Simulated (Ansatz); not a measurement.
**UCCSD/cc-pVTZ run of SF (Monosulfur monofluoride)**

What is the electronic atomisation energy of SF (Monosulfur monofluoride) at UCCSD/cc-pVTZ? 

The calculation is run with Ansatz 0.2.0.

40 further runs of the same task are left out: 4 that didn't finish, 36 set aside as unsound or not needed.

### Step 1. The system as given

SF: 2 atoms, total charge 0, spin state doublet. As SMILES, `F[S]`. The shape is that of a PBE0-D4/def2-TZVP optimisation.

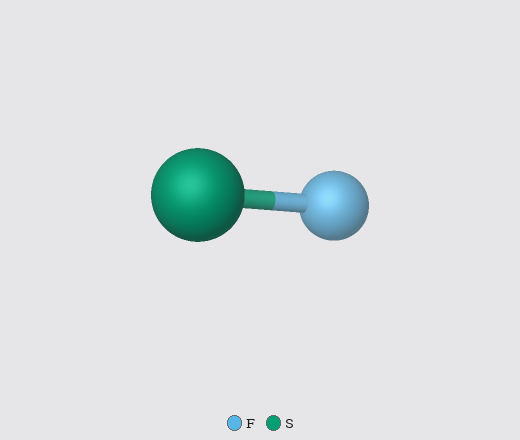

The structure, seen from a chosen angle (fluorine blue, sulfur teal).

### Step 2. The energy at UCCSD/cc-pVTZ

job.yaml

```yaml
crystal:
  periodic: [false, false, false]
  atoms:
    - {symbol: F, position_ang: [-0.000000, -0.000000, 0.016120]}
    - {symbol: S, position_ang: [0.000000, 0.000000, 1.610410]}
basis:
  gaussian: {orbitals: cc-pVTZ}
magnetization: {spin_polarized: true, initial_magnetization: 1}
correlation: {method: ccsd, frozen_orbitals: {F: 1, S: 5}}
accuracy: high
scf: {omitted_lower_state_checks: [cluster_reference, increment]}
```

Launch:

```console
$ ansatz run job.yaml --threads 1 --pin off --max-ram 3480MiB --events-out events.jsonl --progress --plain --runs-dir runs
```

Log:

```text
Warning: RAYON_NUM_THREADS=1 ignored (pool sized by the plan → 1); use --threads N
Functional definition: HF
  name "HF"
  exchange = exact_x
  correlation = 0
these checks for a lower state are left out or cut short: cluster_reference, increment
883 factors; integrals over basis functions are off by at most 3.8e-9 eV
mean field evaluation 1: about -13522.1406 eV, gradient 1.4e1 eV
mean field evaluation 2: about -13522.2232 eV, gradient 1.4e1 eV
mean field evaluation 4: about -13523.1151 eV, gradient 2.4e0 eV
mean field evaluation 8: about -13523.1622 eV, gradient 1.2e-1 eV
mean field evaluation 16: about -13523.1625 eV, gradient 2.0e-7 eV
mean field evaluation 32: about -13523.1625 eV, gradient 3.6e-8 eV
mean field -13523.16253431 eV, -496.9670568070 hartree, gradient 1.5e-8 eV, S^2 0.765713; 2 other end points of the search recorded, 0 dependent functions left out
6 core orbitals not correlated: weight in the atoms' cores, before any rotation towards them, 1.000 or more for the frozen orbitals, at most 0.000 for the correlated occupied ones
reference -13523.16253431 eV, -496.9670568070 hartree; 7, 6 occupied and 51, 52 virtual orbitals, 883 factors
second order -10.72267869 eV of doubles, -0.00000000 eV of singles
cycle   1  -10.86096940 eV  change   -1.4e-1 eV  update   8.2e-2
cycle   2  -11.15611746 eV  change   -3.0e-1 eV  update   2.7e-2
cycle   3  -11.24522410 eV  change   -8.9e-2 eV  update   1.7e-2
cycle   4  -11.23727647 eV  change    7.9e-3 eV  update   5.9e-3
cycle   5  -11.23923373 eV  change   -2.0e-3 eV  update   3.2e-3
cycle   6  -11.24013187 eV  change   -9.0e-4 eV  update   1.0e-3
cycle   7  -11.23992203 eV  change    2.1e-4 eV  update   3.9e-4
cycle   8  -11.23999668 eV  change   -7.5e-5 eV  update   1.2e-4
cycle   9  -11.24001983 eV  change   -2.3e-5 eV  update   4.8e-5
cycle  10  -11.23998674 eV  change    3.3e-5 eV  update   1.6e-5
cycle  11  -11.24000072 eV  change   -1.4e-5 eV  update   7.7e-6
cycle  12  -11.23999910 eV  change    1.6e-6 eV  update   2.9e-6
cycle  13  -11.24000084 eV  change   -1.7e-6 eV  update   1.1e-6
cycle  14  -11.24000083 eV  change    7.4e-9 eV  update   4.5e-7
cycle  15  -11.24000055 eV  change    2.8e-7 eV  update   1.3e-7
cycle  16  -11.24000054 eV  change    1.4e-8 eV  update   4.8e-8
cycle  17  -11.24000057 eV  change   -3.4e-8 eV  update   2.4e-8
cycle  18  -11.24000030 eV  change    2.8e-7 eV  update   6.3e-8
cycle  19  -11.24000030 eV  change   -2.8e-9 eV  update   1.8e-8
cycle  20  -11.24000028 eV  change    1.6e-8 eV  update   4.7e-9
cycle  21  -11.24000029 eV  change  -9.2e-10 eV  update   1.6e-9
Total energy: -13534.40253459 eV, -497.3801191987 hartree
Checks for a lower state left out: cluster_reference, increment
```

Run time: 4.8 s. Hardware: 1 thread of Arm Neoverse V1, shared host; peak memory 0.28 GiB.

### Step 3. The F atom

molecule.yaml

```yaml
crystal:
  periodic: [false, false, false]
  atoms:
    - {symbol: F, position_ang: [0.000000, 0.000000, 0.000000]}
basis:
  gaussian: {orbitals: cc-pVTZ}
magnetization: {spin_polarized: true, initial_magnetization: 1}
correlation: {method: ccsd, frozen_orbitals: {F: 1}}
accuracy: high
scf: {omitted_lower_state_checks: [cluster_reference, increment]}
```

Run the same way, it converges to -99.61677 Eh (log not shown).

### Step 4. The S atom

job.yaml

```yaml
crystal:
  periodic: [false, false, false]
  atoms:
    - {symbol: S, position_ang: [0.000000, 0.000000, 0.000000]}
basis:
  gaussian: {orbitals: cc-pVTZ}
magnetization: {spin_polarized: true, initial_magnetization: 2}
accuracy: high
correlation: {method: ccsd, frozen_orbitals: {S: 5}}
scf: {omitted_lower_state_checks: [cluster_reference, increment]}
```

Run the same way, it converges to -397.64874 Eh (log not shown).

### Step 5. Results

At UCCSD/cc-pVTZ, 6 core orbitals frozen:

```
                                             quantity          value
                               molecule: total energy  -497.38012 Eh
molecule: correlation energy (6 core orbitals frozen)     -413.1 mEh
          molecule: ⟨S²⟩ of the reference determinant          0.766
                              molecule: T1 diagnostic          0.018
                                 F atom: total energy   -99.61677 Eh
   F atom: correlation energy (1 core orbital frozen)     -211.2 mEh
            F atom: ⟨S²⟩ of the reference determinant          0.753
                                F atom: T1 diagnostic          0.005
                                 S atom: total energy  -397.64874 Eh
  S atom: correlation energy (5 core orbitals frozen)     -139.5 mEh
            S atom: ⟨S²⟩ of the reference determinant          2.012
                                S atom: T1 diagnostic          0.010
                        electronic atomisation energy       3.119 eV
```

Taking the molecule apart into free atoms costs 3.12 eV (72 kcal/mol), before zero-point energy and without spin-orbit coupling.
